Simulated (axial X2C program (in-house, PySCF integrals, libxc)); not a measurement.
# Linear HBH⁺ at several levels

How do method and spin–orbit coupling move the bonds and stretches of HBH⁺, held linear?

Computed with an in-house X2C program for linear molecules on PySCF integrals. Level: all-electron X2C, two-component (2c) or spin-free, H dyall-v3z, B dyall-v3z.

All values are calculated.

1 further run of the same task is left out (set aside as unsound or not needed).

## Step 1: Set-up

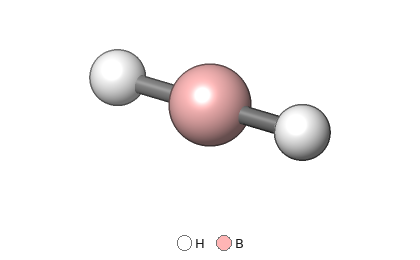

The atoms on one line, bonds 1.170 and 1.170 Å (hydrogen white, boron pink).

Contents of task.json:

```json
{"zs": [1, 5, 1], "q": 1, "bas": ["dyall-v3z", "dyall-v3z", "dyall-v3z"], "r0": [1.17, 1.17], "symm": 1, "scan": ["PBE0", "HF", "BHandHLYP"], "levels": ["PBE0", "HF", "TPSSh"], "nst": 2}
```

Keys: zs atomic numbers; q charge; bas basis sets; r0 starting distance in Å; symm equal bonds; scan levels of the two-bond scan (MP2 follows by itself at each HF point); levels methods; nst determinants followed.

Started as:

```sh
$ python solin.py task.json out
```

Masses H 1.008, B 11.009, H 1.008 u.

## Step 2: Scan at PBE0, 2c

State: Ω = 0 (all partner blocks equally filled). Energies above the lowest point, from the job's result record:

```
r(H–B) (Å)  r(B–H) (Å)  E (meV)
    1.1495      1.1495    22.45
    1.1495      1.1790    11.44
    1.1495      1.2085    23.56
    1.1790      1.1495    11.44
    1.1790      1.1790     0.00
    1.1790      1.2085    11.69
    1.1790      1.2380    43.36
    1.2085      1.1495    23.56
    1.2085      1.1790    11.69
    1.2085      1.2085    22.94
    1.2380      1.1790    43.36
    1.2380      1.2380    85.00
```

A quadratic surface with cubic terms in each bond gives the minimum at 1.178 and 1.178 Å, force constants 4.27, 4.27 and coupling -0.08 mdyn/Å.

## Step 3: Scan at HF, 2c

State: Ω = 0 (all partner blocks equally filled). Energies above the lowest point, from the job's result record:

```
r(H–B) (Å)  r(B–H) (Å)  E (meV)
    1.1495      1.1495     3.69
    1.1495      1.1790     2.01
    1.1495      1.2085    24.15
    1.1790      1.1495     2.01
    1.1790      1.1790     0.00
    1.1790      1.2085    21.81
    1.1790      1.2380    64.25
    1.2085      1.1495    24.15
    1.2085      1.1790    21.81
    1.2085      1.2085    43.29
    1.2380      1.1790    64.25
    1.2380      1.2380   127.19
```

A quadratic surface with cubic terms in each bond gives the minimum at 1.166 and 1.166 Å, force constants 4.64, 4.64 and coupling -0.06 mdyn/Å.

## Step 4: Scan at BHandHLYP, 2c

State: Ω = 0 (all partner blocks equally filled). Energies above the lowest point, from the job's result record:

```
r(H–B) (Å)  r(B–H) (Å)  E (meV)
    1.1495      1.1495     2.60
    1.1495      1.1790     1.49
    1.1495      1.2085    23.41
    1.1790      1.1495     1.49
    1.1790      1.1790     0.00
    1.1790      1.2085    21.54
    1.1790      1.2380    62.97
    1.2085      1.1495    23.41
    1.2085      1.1790    21.54
    1.2085      1.2085    42.71
    1.2380      1.1790    62.97
    1.2380      1.2380   124.45
```

A quadratic surface with cubic terms in each bond gives the minimum at 1.166 and 1.166 Å, force constants 4.5, 4.5 and coupling -0.07 mdyn/Å.

## Step 5: Comparison

| level | r(H–B) (Å) | r(B–H) (Å) | lower stretch (cm⁻¹) | upper stretch (cm⁻¹) |
| --- | --- | --- | --- | --- |
| PBE0, 2c | 1.178 | 1.178 | 2658.0 | 2945.1 |
| HF, 2c | 1.166 | 1.166 | 2776.8 | 3060.0 |
| BHandHLYP, 2c | 1.166 | 1.166 | 2732.5 | 3018.2 |
| MP2, 2c | 1.171 | 1.171 | 2725.5 | 3011.0 |
| PBE0, spin-free | 1.178 | 1.178 | 2658.1 | 2945.1 |
| HF, spin-free | 1.166 | 1.166 | 2776.9 | 3060.0 |
| BHandHLYP, spin-free | 1.166 | 1.166 | 2732.6 | 3018.2 |
| MP2, spin-free | 1.170 | 1.170 | 2725.5 | 3011.1 |

Scans not shown above were run alike.

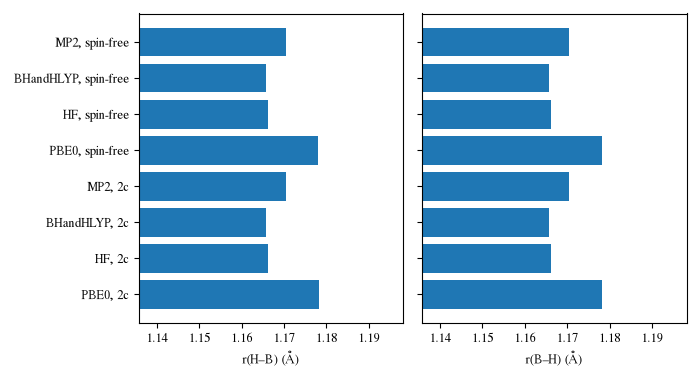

The two bond lengths by level.

What this shows: Over the levels the H–B bond spans 1.166 to 1.178 Å and the B–H bond 1.166 to 1.178 Å. At PBE0 spin–orbit coupling leaves both bonds unchanged to 0.001 Å. Each state is one determinant, the lowest of a limited PBE0 search; the stretches come from a fit to few points and are good to some per cent at best. MP2 freezes inner shells (threshold -2 hartree). The molecule was held linear; bending was not examined, so a bent shape may lie lower.
